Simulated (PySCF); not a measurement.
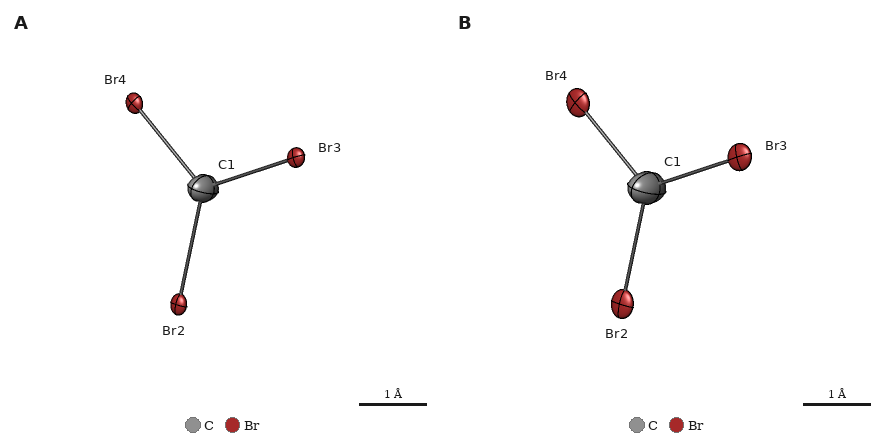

Displacement ellipsoids at the 50 % level, scaled by 3, from the internal vibrations of the free molecule (harmonic, no overall translation or rotation; no half-axis is drawn under 0.075 Å). Charge +1, singlet. Vibrations computed with RKS-based PBE0, C def2-TZVP, Br def2-TZVP; non-relativistic; density fitting (PySCF 2.14.0). One panel is for 298 K, the other for 600 K.

Which panel is for 600 K?

B.

How much does the mean-square displacement of Br2 grow, and why?

U_eq goes from 0.00073 to 0.0014 Å², a factor of 1.9. Modes below kT (417 cm⁻¹ at 600 K) grow about in proportion to T, and the lowest lies at 182 cm⁻¹; the mean-square amplitude of a mode is its zero-point value times coth(ħω/2kT), which comes close to 1 only above about 3kT.
